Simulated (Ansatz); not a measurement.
Cl$_{6}$Mo (MoCl6)

```yaml
atoms:
  - { symbol: Mo, position_ang: [-0.0001, 0.0001, 0.0007] }
  - { symbol: Cl, position_ang: [-0.0287, -0.0154, 2.3083] }
  - { symbol: Cl, position_ang: [0.0323, 0.0187, -2.3074] }
  - { symbol: Cl, position_ang: [2.3080, 0.0150, 0.0252] }
  - { symbol: Cl, position_ang: [-2.3077, -0.0186, -0.0276] }
  - { symbol: Cl, position_ang: [-0.0191, 2.3081, 0.0114] }
  - { symbol: Cl, position_ang: [0.0154, -2.3079, -0.0106] }
```

Geometry: r2SCAN-D4/def2-SVP; core potentials replace the inner electrons of Mo.

Computed with RKS PBE0-D4/def2-TZVP in Ansatz.

What can the converged electron density and electron localisation function tell about the bonding?

Mo–Cl (2.31 Å): ρ is about 0.7 e/Å³ halfway; the ELF peaks at about 0.80 in the valence shell of Cl, 0.9 Å from its nucleus, and is about 0.40 at the midpoint.

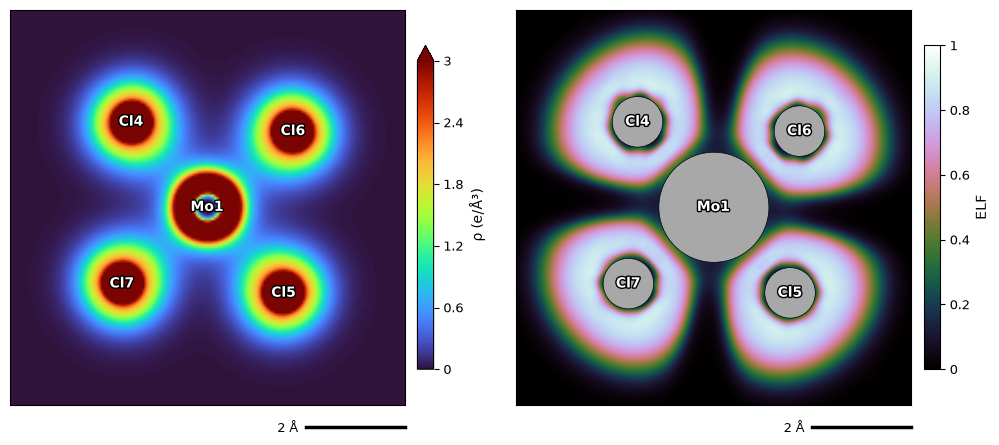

Computed electron density and electron localisation function on the plane of atoms Cl4, Mo1 and Cl7, in this order. Grey discs cover the atomic cores in the ELF map. 
